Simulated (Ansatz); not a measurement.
# A computed series for ScAl3: pressure series

The reference is ScAl3 in the Cu3Au type structure (space group Pm-3m, No. 221).

```yaml
crystal:
  lattice:
    - [4.10550, 0.00000, 0.00000]
    - [0.00000, 4.10550, 0.00000]
    - [0.00000, 0.00000, 4.10550]
  atoms:
    - { symbol: Al, position: [0.00000, 0.50000, 0.50000] }
    - { symbol: Al, position: [0.50000, 0.50000, 0.00000] }
    - { symbol: Al, position: [0.50000, 0.00000, 0.50000] }
    - { symbol: Sc, position: [0.00000, 0.00000, 0.00000] }
```

Cell and atoms are relaxed at each pressure.

Calculations: PBE/PAW in Ansatz (a program for electronic structure), no spin-orbit coupling.

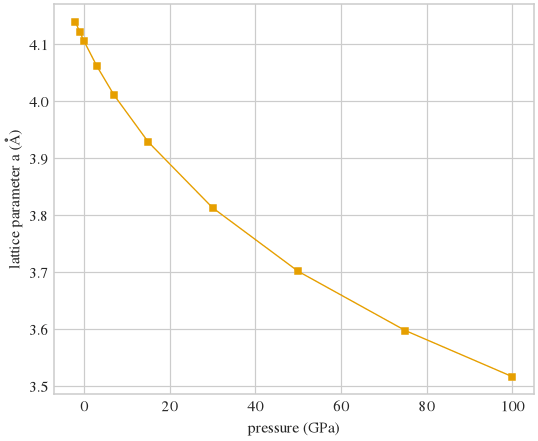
Figure. Lattice parameter a against pressure

```csv
pressure (GPa),lattice parameter a
-2,4.139 Å
-1,4.122 Å
3,4.062 Å
7,4.011 Å
15,3.929 Å
30,3.813 Å
50,3.701 Å
75,3.598 Å
100,3.517 Å
```

Load acts through the strain it causes; cell and atoms are relaxed under it. Stability against distortions was not tested. Competing high-pressure phases were not computed. The final runs are not spin-polarised.
